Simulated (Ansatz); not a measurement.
# Molecular dynamics, with input and output: BNH₃ClO (part 4 of 4)

BNH₃ClO; RKS B3LYP/def2-SVP (Ansatz 0.2.0). It belongs to a series of runs on one base structure; here: dynamics from the start.

Geometry of the input (Å):
```
B  0.0596  -0.1045  -0.1056
Cl -0.1350  0.5261  1.5742
N  1.3010  0.0145  -0.7396
H  1.4506  -0.3256  -1.6818
H  2.1068  0.4410  -0.3042
O  -0.9952  -0.6875  -0.7386
H  -1.7948  -0.7106  -0.2010
```

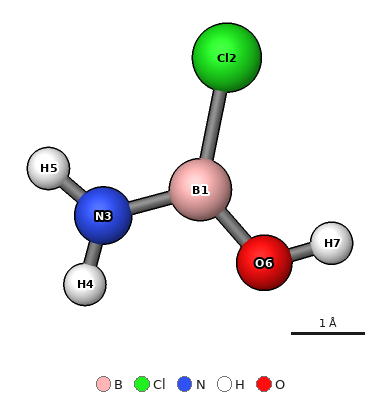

Figure 1. The geometry at step 85 of the log (ball-and-stick view, seen at a tilt; atoms are numbered from 1 in the order of the input).

## Trajectory as extended XYZ, continued
```
7
Properties=species:S:1:pos:R:3:forces:R:3 step=68 time_fs=17.0 energy=-16782.06887 temperature=240.6
B    -0.0146   -0.0487   -0.1345    1.4161  -0.3393   0.7994
Cl   -0.1088    0.5418    1.6148   -0.4462  -0.1556  -0.8898
N     1.2620   -0.0030   -0.7209    0.5630  -0.1460  -1.0482
H     1.4065   -0.4766   -1.6354   -0.1678   0.5599   0.9035
H     2.1178    0.4066   -0.3428   -0.5771  -0.1277   0.0072
O    -0.9658   -0.7240   -0.8170   -1.3171   0.0691   0.4897
H    -1.8099   -0.8524   -0.3438    0.5291   0.1396  -0.2619
7
Properties=species:S:1:pos:R:3:forces:R:3 step=69 time_fs=17.2 energy=-16782.07579 temperature=251.2
B    -0.0151   -0.0498   -0.1349    1.4535  -0.3028   0.8267
Cl   -0.1086    0.5420    1.6151   -0.4496  -0.1638  -0.9029
N     1.2610   -0.0032   -0.7210    0.5374  -0.0982  -0.9449
H     1.4069   -0.4756   -1.6321   -0.1523   0.5001   0.7849
H     2.1148    0.4067   -0.3413   -0.5388  -0.1126   0.0190
O    -0.9654   -0.7237   -0.8171   -0.9002   0.1191   0.2309
H    -1.7999   -0.8510   -0.3487    0.0501   0.0581  -0.0139
7
Properties=species:S:1:pos:R:3:forces:R:3 step=70 time_fs=17.5 energy=-16782.07676 temperature=252.6
B    -0.0155   -0.0508   -0.1353    1.4873  -0.2676   0.8521
Cl   -0.1085    0.5422    1.6154   -0.4528  -0.1720  -0.9156
N     1.2599   -0.0035   -0.7213    0.4968  -0.0433  -0.8223
H     1.4071   -0.4743   -1.6283   -0.1323   0.4279   0.6426
H     2.1114    0.4066   -0.3397   -0.4895  -0.0924   0.0354
O    -0.9651   -0.7235   -0.8172   -0.4409   0.1772  -0.0490
H    -1.7899   -0.8495   -0.3537   -0.4687  -0.0299   0.2567
7
Properties=species:S:1:pos:R:3:forces:R:3 step=71 time_fs=17.8 energy=-16782.07116 temperature=244.0
B    -0.0158   -0.0519   -0.1357    1.5171  -0.2337   0.8757
Cl   -0.1083    0.5424    1.6156   -0.4556  -0.1801  -0.9278
N     1.2590   -0.0037   -0.7215    0.4429   0.0184  -0.6823
H     1.4072   -0.4728   -1.6240   -0.1078   0.3444   0.4787
H     2.1077    0.4066   -0.3382   -0.4300  -0.0675   0.0560
O    -0.9648   -0.7232   -0.8174    0.0444   0.2402  -0.3417
H    -1.7801   -0.8480   -0.3584   -1.0109  -0.1218   0.5414
7
Properties=species:S:1:pos:R:3:forces:R:3 step=72 time_fs=18.0 energy=-16782.05937 temperature=225.8
B    -0.0161   -0.0530   -0.1360    1.5421  -0.2012   0.8981
Cl   -0.1081    0.5426    1.6158   -0.4579  -0.1880  -0.9393
N     1.2580   -0.0039   -0.7218    0.3774   0.0861  -0.5270
H     1.4073   -0.4710   -1.6196   -0.0794   0.2508   0.2958
H     2.1037    0.4065   -0.3366   -0.3617  -0.0385   0.0802
O    -0.9645   -0.7229   -0.8175    0.5330   0.3045  -0.6355
H    -1.7709   -0.8466   -0.3629   -1.5536  -0.2137   0.8277
7
Properties=species:S:1:pos:R:3:forces:R:3 step=73 time_fs=18.2 energy=-16782.04284 temperature=200.5
B    -0.0162   -0.0541   -0.1362    1.5618  -0.1701   0.9196
Cl   -0.1079    0.5428    1.6160   -0.4598  -0.1958  -0.9501
N     1.2570   -0.0041   -0.7221    0.3030   0.1587  -0.3596
H     1.4073   -0.4692   -1.6149   -0.0474   0.1492   0.0977
H     2.0996    0.4063   -0.3349   -0.2861  -0.0062   0.1074
O    -0.9642   -0.7226   -0.8177    0.9961   0.3652  -0.9153
H    -1.7627   -0.8453   -0.3668   -2.0677  -0.3009   1.1003
7
Properties=species:S:1:pos:R:3:forces:R:3 step=74 time_fs=18.5 energy=-16782.02398 temperature=171.6
B    -0.0163   -0.0553   -0.1365    1.5757  -0.1404   0.9406
Cl   -0.1078    0.5430    1.6162   -0.4611  -0.2033  -0.9600
N     1.2561   -0.0043   -0.7224    0.2224   0.2346  -0.1839
H     1.4073   -0.4672   -1.6101   -0.0125   0.0419  -0.1110
H     2.0953    0.4062   -0.3332   -0.2049   0.0286   0.1368
O    -0.9639   -0.7223   -0.8179    1.4008   0.4166  -1.1634
H    -1.7557   -0.8442   -0.3701   -2.5204  -0.3781   1.3409
7
Properties=species:S:1:pos:R:3:forces:R:3 step=76 time_fs=19.0 energy=-16781.99150 temperature=121.9
B    -0.0162   -0.0575   -0.1367    1.5835  -0.0853   0.9822
Cl   -0.1075    0.5434    1.6166   -0.4620  -0.2171  -0.9763
N     1.2543   -0.0047   -0.7231    0.0560   0.3888   0.1719
H     1.4073   -0.4632   -1.6010    0.0622  -0.1774  -0.5366
H     2.0863    0.4060   -0.3295   -0.0339   0.1017   0.1983
O    -0.9630   -0.7216   -0.8184    1.9051   0.4702  -1.4939
H    -1.7465   -0.8427   -0.3742   -3.1110  -0.4808   1.6544
7
Properties=species:S:1:pos:R:3:forces:R:3 step=77 time_fs=19.2 energy=-16781.98337 temperature=109.4
B    -0.0160   -0.0587   -0.1368    1.5766  -0.0602   1.0032
Cl   -0.1073    0.5436    1.6167   -0.4615  -0.2234  -0.9827
N     1.2533   -0.0049   -0.7234   -0.0222   0.4620   0.3401
H     1.4074   -0.4614   -1.5969    0.0995  -0.2820  -0.7394
H     2.0817    0.4059   -0.3275    0.0515   0.1378   0.2283
O    -0.9625   -0.7212   -0.8188    1.9549   0.4640  -1.5488
H    -1.7446   -0.8423   -0.3747   -3.1989  -0.4981   1.6992
7
Properties=species:S:1:pos:R:3:forces:R:3 step=78 time_fs=19.5 energy=-16781.98272 temperature=108.4
B    -0.0157   -0.0598   -0.1368    1.5620  -0.0368   1.0245
Cl   -0.1072    0.5438    1.6168   -0.4604  -0.2292  -0.9876
N     1.2524   -0.0050   -0.7237   -0.0919   0.5288   0.4930
H     1.4075   -0.4597   -1.5932    0.1351  -0.3779  -0.9252
H     2.0772    0.4060   -0.3254    0.1337   0.1720   0.2561
O    -0.9619   -0.7209   -0.8192    1.8553   0.4333  -1.5218
H    -1.7446   -0.8423   -0.3743   -3.1339  -0.4902   1.6610
7
Properties=species:S:1:pos:R:3:forces:R:3 step=79 time_fs=19.8 energy=-16781.98937 temperature=118.5
B    -0.0153   -0.0610   -0.1367    1.5394  -0.0153   1.0460
Cl   -0.1071    0.5440    1.6169   -0.4586  -0.2345  -0.9912
N     1.2515   -0.0052   -0.7240   -0.1490   0.5864   0.6237
H     1.4076   -0.4582   -1.5900    0.1674  -0.4608  -1.0861
H     2.0728    0.4062   -0.3231    0.2105   0.2031   0.2806
O    -0.9612   -0.7205   -0.8197    1.6127   0.3790  -1.4160
H    -1.7465   -0.8425   -0.3729   -2.9224  -0.4578   1.5431
7
Properties=species:S:1:pos:R:3:forces:R:3 step=80 time_fs=20.0 energy=-16782.00180 temperature=137.5
B    -0.0149   -0.0621   -0.1366    1.5088   0.0041   1.0675
Cl   -0.1070    0.5441    1.6170   -0.4563  -0.2393  -0.9935
N     1.2506   -0.0053   -0.7242   -0.1900   0.6319   0.7262
H     1.4079   -0.4570   -1.5875    0.1948  -0.5269  -1.2148
H     2.0685    0.4064   -0.3206    0.2796   0.2298   0.3005
O    -0.9605   -0.7200   -0.8202    1.2467   0.3043  -1.2420
H    -1.7501   -0.8431   -0.3705   -2.5836  -0.4040   1.3560
7
Properties=species:S:1:pos:R:3:forces:R:3 step=81 time_fs=20.2 energy=-16782.01759 temperature=161.7
B    -0.0143   -0.0633   -0.1364    1.4700   0.0213   1.0887
Cl   -0.1069    0.5443    1.6171   -0.4534  -0.2436  -0.9944
N     1.2496   -0.0053   -0.7245   -0.2115   0.6632   0.7952
H     1.4083   -0.4562   -1.5857    0.2162  -0.5729  -1.3049
H     2.0643    0.4069   -0.3180    0.3389   0.2513   0.3147
O    -0.9597   -0.7196   -0.8208    0.7861   0.2140  -1.0149
H    -1.7553   -0.8439   -0.3673   -2.1464  -0.3333   1.1156
7
Properties=species:S:1:pos:R:3:forces:R:3 step=82 time_fs=20.5 energy=-16782.03401 temperature=186.9
B    -0.0137   -0.0644   -0.1362    1.4232   0.0362   1.1092
Cl   -0.1068    0.5445    1.6172   -0.4500  -0.2476  -0.9941
N     1.2487   -0.0054   -0.7246   -0.2110   0.6787   0.8272
H     1.4089   -0.4556   -1.5847    0.2304  -0.5963  -1.3520
H     2.0604    0.4074   -0.3151    0.3870   0.2665   0.3224
O    -0.9589   -0.7192   -0.8214    0.2645   0.1136  -0.7529
H    -1.7618   -0.8448   -0.3635   -1.6441  -0.2512   0.8403
7
Properties=species:S:1:pos:R:3:forces:R:3 step=83 time_fs=20.8 energy=-16782.04856 temperature=209.2
B    -0.0130   -0.0655   -0.1359    1.3687   0.0484   1.1285
Cl   -0.1067    0.5446    1.6172   -0.4462  -0.2511  -0.9927
N     1.2477   -0.0054   -0.7248   -0.1867   0.6780   0.8205
H     1.4095   -0.4555   -1.5845    0.2366  -0.5959  -1.3536
H     2.0567    0.4082   -0.3121    0.4224   0.2746   0.3225
O    -0.9580   -0.7187   -0.8220   -0.2850   0.0089  -0.4736
H    -1.7692   -0.8460   -0.3592   -1.1098  -0.1629   0.5484
7
Properties=species:S:1:pos:R:3:forces:R:3 step=84 time_fs=21.0 energy=-16782.05939 temperature=225.9
B    -0.0122   -0.0667   -0.1355    1.3066   0.0579   1.1461
Cl   -0.1066    0.5448    1.6172   -0.4420  -0.2543  -0.9902
N     1.2468   -0.0054   -0.7249   -0.1378   0.6612   0.7756
H     1.4103   -0.4557   -1.5851    0.2346  -0.5717  -1.3096
H     2.0532    0.4091   -0.3089    0.4442   0.2753   0.3147
O    -0.9572   -0.7183   -0.8227   -0.8326  -0.0950  -0.1926
H    -1.7774   -0.8472   -0.3545   -0.5731  -0.0734   0.2560
7
Properties=species:S:1:pos:R:3:forces:R:3 step=85 time_fs=21.2 energy=-16782.06541 temperature=235.2
B    -0.0114   -0.0678   -0.1351    1.2376   0.0645   1.1615
Cl   -0.1065    0.5450    1.6172   -0.4375  -0.2573  -0.9869
N     1.2458   -0.0053   -0.7250   -0.0645   0.6299   0.6952
H     1.4113   -0.4562   -1.5866    0.2245  -0.5248  -1.2223
H     2.0501    0.4101   -0.3055    0.4523   0.2682   0.2985
O    -0.9564   -0.7179   -0.8233   -1.3548  -0.1938   0.0779
H    -1.7858   -0.8484   -0.3497   -0.0575   0.0132  -0.0240
7
Properties=species:S:1:pos:R:3:forces:R:3 step=86 time_fs=21.5 energy=-16782.06635 temperature=236.7
B    -0.0105   -0.0690   -0.1346    1.1621   0.0682   1.1741
Cl   -0.1065    0.5451    1.6172   -0.4328  -0.2600  -0.9827
N     1.2448   -0.0053   -0.7251    0.0320   0.5863   0.5838
H     1.4124   -0.4570   -1.5887    0.2067  -0.4577  -1.0961
H     2.0471    0.4113   -0.3019    0.4467   0.2535   0.2741
O    -0.9557   -0.7174   -0.8240   -1.8345  -0.2844   0.3292
H    -1.7943   -0.8497   -0.3449    0.4199   0.0940  -0.2824
7
Properties=species:S:1:pos:R:3:forces:R:3 step=87 time_fs=21.8 energy=-16782.06259 temperature=231.0
B    -0.0095   -0.0701   -0.1340    1.0807   0.0688   1.1832
Cl   -0.1064    0.5453    1.6172   -0.4278  -0.2625  -0.9778
N     1.2439   -0.0052   -0.7251    0.1494   0.5333   0.4474
H     1.4136   -0.4582   -1.5915    0.1823  -0.3736  -0.9372
H     2.0445    0.4127   -0.2981    0.4281   0.2315   0.2417
O    -0.9550   -0.7170   -0.8246   -2.2606  -0.3645   0.5560
H    -1.8025   -0.8509   -0.3403    0.8479   0.1670  -0.5133
7
Properties=species:S:1:pos:R:3:forces:R:3 step=88 time_fs=22.0 energy=-16782.05498 temperature=219.3
B    -0.0084   -0.0712   -0.1334    0.9942   0.0663   1.1885
Cl   -0.1064    0.5454    1.6172   -0.4228  -0.2649  -0.9722
N     1.2429   -0.0051   -0.7251    0.2851   0.4740   0.2928
H     1.4149   -0.4595   -1.5948    0.1523  -0.2764  -0.7530
H     2.0421    0.4142   -0.2942    0.3978   0.2028   0.2019
O    -0.9545   -0.7166   -0.8253   -2.6271  -0.4328   0.7556
H    -1.8103   -0.8520   -0.3359    1.2206   0.2310  -0.7137
7
Properties=species:S:1:pos:R:3:forces:R:3 step=89 time_fs=22.2 energy=-16782.04467 temperature=203.5
B    -0.0073   -0.0723   -0.1327    0.9032   0.0608   1.1894
Cl   -0.1063    0.5455    1.6171   -0.4176  -0.2671  -0.9660
N     1.2419   -0.0049   -0.7251    0.4353   0.4117   0.1273
H     1.4163   -0.4610   -1.5986    0.1181  -0.1703  -0.5512
H     2.0399    0.4158   -0.2902    0.3572   0.1682   0.1556
O    -0.9540   -0.7162   -0.8259   -2.9315  -0.4886   0.9274
H    -1.8173   -0.8530   -0.3320    1.5354   0.2853  -0.8826
7
Properties=species:S:1:pos:R:3:forces:R:3 step=90 time_fs=22.5 energy=-16782.03294 temperature=185.5
B    -0.0062   -0.0735   -0.1319    0.8086   0.0523   1.1855
Cl   -0.1063    0.5457    1.6170   -0.4124  -0.2693  -0.9594
N     1.2410   -0.0048   -0.7251    0.5961   0.3495  -0.0420
H     1.4178   -0.4626   -1.6028    0.0812  -0.0595  -0.3398
H     2.0380    0.4176   -0.2861    0.3083   0.1288   0.1038
O    -0.9536   -0.7159   -0.8264   -3.1741  -0.5317   1.0720
H    -1.8234   -0.8538   -0.3287    1.7923   0.3298  -1.0201
7
Properties=species:S:1:pos:R:3:forces:R:3 step=91 time_fs=22.8 energy=-16782.02111 temperature=167.3
B    -0.0050   -0.0746   -0.1311    0.7111   0.0409   1.1765
Cl   -0.1063    0.5458    1.6169   -0.4071  -0.2714  -0.9522
N     1.2401   -0.0046   -0.7251    0.7634   0.2901  -0.2088
H     1.4193   -0.4643   -1.6071    0.0429   0.0522  -0.1264
H     2.0362    0.4194   -0.2819    0.2531   0.0858   0.0478
O    -0.9534   -0.7155   -0.8269   -3.3562  -0.5623   1.1903
H    -1.8284   -0.8544   -0.3259    1.9928   0.3647  -1.1272
7
Properties=species:S:1:pos:R:3:forces:R:3 step=92 time_fs=23.0 energy=-16782.01042 temperature=150.9
B    -0.0037   -0.0757   -0.1302    0.6116   0.0268   1.1621
Cl   -0.1062    0.5459    1.6168   -0.4019  -0.2734  -0.9447
N     1.2392   -0.0044   -0.7251    0.9331   0.2357  -0.3674
H     1.4209   -0.4659   -1.6115    0.0047   0.1611   0.0823
H     2.0346    0.4212   -0.2777    0.1939   0.0403  -0.0111
O    -0.9532   -0.7152   -0.8274   -3.4800  -0.5806   1.2839
H    -1.8322   -0.8547   -0.3238    2.1387   0.3901  -1.2052
7
Properties=species:S:1:pos:R:3:forces:R:3 step=93 time_fs=23.2 energy=-16782.00196 temperature=137.9
B    -0.0025   -0.0768   -0.1293    0.5110   0.0102   1.1422
Cl   -0.1062    0.5460    1.6167   -0.3967  -0.2755  -0.9367
N     1.2384   -0.0042   -0.7251    1.1009   0.1878  -0.5132
H     1.4224   -0.4674   -1.6159   -0.0324   0.2642   0.2807
H     2.0331    0.4231   -0.2735    0.1329  -0.0062  -0.0715
O    -0.9532   -0.7149   -0.8278   -3.5474  -0.5869   1.3537
H    -1.8347   -0.8549   -0.3225    2.2318   0.4063  -1.2551
7
Properties=species:S:1:pos:R:3:forces:R:3 step=94 time_fs=23.5 energy=-16781.99661 temperature=129.7
B    -0.0012   -0.0779   -0.1282    0.4100  -0.0086   1.1165
Cl   -0.1062    0.5462    1.6166   -0.3916  -0.2775  -0.9284
N     1.2376   -0.0040   -0.7252    1.2630   0.1478  -0.6426
H     1.4239   -0.4687   -1.6201   -0.0673   0.3591   0.4638
H     2.0317    0.4250   -0.2694    0.0722  -0.0527  -0.1321
O    -0.9534   -0.7146   -0.8282   -3.5601  -0.5815   1.4006
H    -1.8360   -0.8548   -0.3218    2.2737   0.4135  -1.2778
7
Properties=species:S:1:pos:R:3:forces:R:3 step=95 time_fs=23.8 energy=-16781.99497 temperature=127.2
B     0.0002   -0.0790   -0.1271    0.3096  -0.0295   1.0851
Cl   -0.1062    0.5463    1.6164   -0.3866  -0.2795  -0.9198
N     1.2369   -0.0038   -0.7252    1.4160   0.1160  -0.7531
H     1.4254   -0.4699   -1.6240   -0.0990   0.4438   0.6280
H     2.0304    0.4269   -0.2653    0.0140  -0.0978  -0.1915
O    -0.9537   -0.7143   -0.8285   -3.5189  -0.5647   1.4248
H    -1.8358   -0.8544   -0.3220    2.2648   0.4117  -1.2736
7
Properties=species:S:1:pos:R:3:forces:R:3 step=96 time_fs=24.0 energy=-16781.99735 temperature=130.8
B     0.0015   -0.0801   -0.1260    0.2105  -0.0521   1.0479
Cl   -0.1062    0.5464    1.6162   -0.3817  -0.2816  -0.9109
N     1.2362   -0.0036   -0.7253    1.5567   0.0929  -0.8428
H     1.4269   -0.4708   -1.6275   -0.1270   0.5169   0.7704
H     2.0290    0.4286   -0.2613   -0.0399  -0.1404  -0.2484
O    -0.9541   -0.7141   -0.8288   -3.4240  -0.5368   1.4261
H    -1.8343   -0.8539   -0.3229    2.2053   0.4011  -1.2425
7
Properties=species:S:1:pos:R:3:forces:R:3 step=97 time_fs=24.2 energy=-16782.00368 temperature=140.6
B     0.0029   -0.0813   -0.1248    0.1135  -0.0761   1.0052
Cl   -0.1062    0.5465    1.6161   -0.3769  -0.2837  -0.9017
N     1.2356   -0.0034   -0.7255    1.6823   0.0784  -0.9105
H     1.4282   -0.4713   -1.6306   -0.1506   0.5774   0.8888
H     2.0276    0.4303   -0.2575   -0.0878  -0.1796  -0.3016
O    -0.9546   -0.7139   -0.8290   -3.2746  -0.4977   1.4035
H    -1.8315   -0.8530   -0.3246    2.0941   0.3815  -1.1837
7
Properties=species:S:1:pos:R:3:forces:R:3 step=98 time_fs=24.5 energy=-16782.01352 temperature=155.7
B     0.0042   -0.0824   -0.1235    0.0194  -0.1012   0.9571
Cl   -0.1062    0.5466    1.6159   -0.3723  -0.2859  -0.8922
N     1.2351   -0.0032   -0.7257    1.7906   0.0721  -0.9558
H     1.4295   -0.4716   -1.6332   -0.1693   0.6244   0.9818
H     2.0262    0.4319   -0.2539   -0.1284  -0.2145  -0.3503
O    -0.9553   -0.7137   -0.8292   -3.0697  -0.4477   1.3557
H    -1.8274   -0.8520   -0.3269    1.9299   0.3527  -1.0963
7
Properties=species:S:1:pos:R:3:forces:R:3 step=99 time_fs=24.8 energy=-16782.02606 temperature=175.0
B     0.0056   -0.0835   -0.1222   -0.0712  -0.1269   0.9039
Cl   -0.1063    0.5467    1.6156   -0.3679  -0.2882  -0.8826
N     1.2346   -0.0029   -0.7259    1.8795   0.0738  -0.9783
H     1.4307   -0.4714   -1.6351   -0.1830   0.6576   1.0482
H     2.0247    0.4334   -0.2505   -0.1605  -0.2443  -0.3933
O    -0.9560   -0.7135   -0.8293   -2.8077  -0.3866   1.2811
H    -1.8222   -0.8507   -0.3299    1.7107   0.3145  -0.9790
7
Properties=species:S:1:pos:R:3:forces:R:3 step=100 time_fs=25.0 energy=-16782.04011 temperature=196.6
B     0.0069   -0.0846   -0.1209   -0.1577  -0.1530   0.8458
Cl   -0.1063    0.5467    1.6154   -0.3636  -0.2905  -0.8727
N     1.2342   -0.0027   -0.7261    1.9477   0.0831  -0.9780
H     1.4317   -0.4709   -1.6365   -0.1912   0.6768   1.0876
H     2.0231    0.4347   -0.2473   -0.1831  -0.2684  -0.4301
O    -0.9569   -0.7133   -0.8294   -2.4871  -0.3148   1.1780
H    -1.8159   -0.8492   -0.3335    1.4350   0.2668  -0.8306
```

## Results in brief

- outcome: finished
- mean temperature over the second half: 185 K
- trajectory: 100 steps, 25 fs
- ensemble: nve
- temperature in the input: 500.0 K
- time step: 0.25 fs
- potential energy (last step): −16782.0403 eV
- mean-field energy (last step): −16782.0403 eV
- largest force (length of the vector) (last step): 2.770 eV/Å
- hardware: 1 thread of Arm Neoverse V1, 24 GiB of memory available, shared host
- wall time: 4.1 min
- peak memory: 0.13 GiB

So short a trajectory is not equilibrated.
